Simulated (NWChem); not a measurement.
# InNH3ClO (SMILES [NH2][In]([OH])[Cl]) at B3LYP-D2/CRENBL (core potential, esp resp)

Aim: the vertical singlet–triplet gap of InNH3ClO at B3LYP-D2/CRENBL (core potential, esp resp), from 2 runs. 

Program for the calculation: NWChem 7.3.0.

2 further runs of the same task are left out: 2 set aside as unsound or not needed.

**1. Starting point**

InNH3ClO has 7 atoms, charge 0, and is taken as a singlet. As SMILES, `[NH2][In]([OH])[Cl]`. The shape comes from GFN2-xTB, which is rough for such elements, and wasn't checked as a minimum. This is one conformer, not always the lowest.

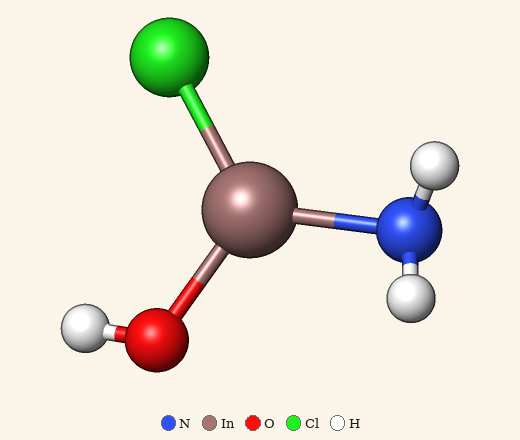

The structure, seen from a chosen angle (nitrogen blue, indium brown, oxygen red, chlorine green, hydrogen white).

**2. A single-point energy at B3LYP-D2/CRENBL (core potential, esp resp)**

File test.nw:

```
START test
memory 2200 mb
charge 0

GEOMETRY units atomic noautosym nocenter noautoz
 N      0.30519077     2.74609331     1.59354935
 In    -0.13641933    -0.85377826     0.24137472
 O     -1.14184811    -1.17265065    -3.28920060
 Cl    -0.00428968    -4.59946111     2.42905396
 H      0.61794044     3.88196989     0.07679847
 H      1.84229400     2.87416005     2.73879897
 H     -1.48288699    -2.87631434    -3.79039376
END

BASIS "ao basis" spherical bse
 * library CRENBL
END

ECP bse
 N library CRENBL
 In library CRENBL
 O library CRENBL
 Cl library CRENBL
END

DFT
 xc b3lyp
 disp vdw 2
 grid xfine
 maxiter 150
END

ESP
 restrain
 range 0.4
 spacing 0.035
 recalculate
END

TASK dft energy
TASK esp
```

Command:

```console
$ nwchem test.nw > test.out
```

The log of the run:

```text
[...]
          Wavefunction type:  closed shell.
          No. of atoms     :     7
          No. of electrons :    34
[...]
          Charge           :     0
          Spin multiplicity:     1
[...]
          AO basis - number of functions:    92
[...]
              XC Information
              --------------
                         B3LYP Method XC Potential
                     Hartree-Fock (Exact) Exchange  0.200
                        Slater Exchange Functional  0.800 local
                    Becke 1988 Exchange Functional  0.720 non-local
              Lee-Yang-Parr Correlation Functional  0.810
                  VWN I RPA Correlation Functional  0.190 local
[...]
 d= 0,ls=0.0,diis     1   -100.8965765618 -1.98D+02  2.14D-02  9.76D-01     2.5
[...]
 d= 0,ls=0.0,diis     9   -101.0175087793 -8.83D-07  4.16D-06  4.28D-07    17.1
         Total DFT energy =     -101.017508779316
      One electron energy =     -364.284662236930
           Coulomb energy =      183.866543370677
    Exchange-Corr. energy =      -17.432559943732
 Nuclear repulsion energy =       96.837487457608
    Dispersion correction =       -0.004317426939
[...]
 Dipole moment                                  0.803130    0.802387    0.802387
 Quadrupole moment Qxx                         13.101033   13.090135   13.090135
                   Qyy                         -4.706075   -4.706623   -4.706623
                   Qzz                         -8.394957   -8.383512   -8.383512
[...]
```

It took 20 s on 1 thread of AMD EPYC 9R14 (Zen 4), shared host; peak memory 0.15 GiB.

**3. The triplet at the same level**

File clh3inno.nw:

```
start clh3inno
memory 2200 mb
geometry units angstroms noautosym nocenter noautoz
   N     0.161500    1.453170    0.843270
   In   -0.072190   -0.451800    0.127730
   O    -0.604240   -0.620540   -1.740570
   Cl   -0.002270   -2.433930    1.285400
   H     0.327000    2.054250    0.040640
   H     0.974900    1.520940    1.449310
   H    -0.784710   -1.522080   -2.005790
end
basis "ao basis" spherical bse
   * library CRENBL
end
ecp bse
   N library CRENBL
   In library CRENBL
   O library CRENBL
   Cl library CRENBL
end
dft
   xc b3lyp
   mult 3
   disp vdw 2
   grid xfine
   maxiter 150
   print low
end
esp
   restrain
   range 0.4
   spacing 0.035
   recalculate
end
task dft energy
task esp
```

Command:

```console
$ nwchem clh3inno.nw > clh3inno.out
```

The log of the run:

```text
[...]
 d= 0,ls=0.0,diis     1   -100.7255197188 -1.98D+02  2.08D-02  2.64D-01     3.6
[...]
 d= 0,ls=0.0,diis    14   -100.8691434739 -2.56D-07  7.27D-06  1.28D-08    45.9
[...]
         Total DFT energy =     -100.869143473867
      One electron energy =     -364.102757704229
           Coulomb energy =      183.795251672702
    Exchange-Corr. energy =      -17.394814439360
 Nuclear repulsion energy =       96.837494422862
    Dispersion correction =       -0.004317425842
[...]
      <S2> =      2.0063 (Exact =     2.0000)
[...]
 Dipole moment                                  1.671444    1.671381    1.671381
 Quadrupole moment Qxx                          5.137253    5.125121    5.125121
                   Qyy                          4.482672    4.482432    4.482432
                   Qzz                         -9.619925   -9.607553   -9.607553
[...]
```

Wall time 49 s (1 thread of AMD EPYC 9R14 (Zen 4), shared host); peak memory 0.15 GiB.

**4. Results**

At B3LYP-D2/CRENBL (core potential, esp resp):

```
                                        quantity          value
                           singlet: total energy  -101.01751 Eh
                          singlet: dipole moment         1.90 D
                            singlet: HOMO energy       -7.40 eV
                            singlet: LUMO energy       -2.03 eV
                          singlet: HOMO–LUMO gap        5.37 eV
                      singlet: dispersion energy  -11.34 kJ/mol
                           triplet: total energy  -100.86914 Eh
                      triplet: dispersion energy  -11.34 kJ/mol
                                   triplet: ⟨S²⟩          2.006
vertical energy of the triplet above the singlet       4.037 eV
```

What this shows: At this shape the triplet lies 4.04 eV (390 kJ/mol) above the singlet.
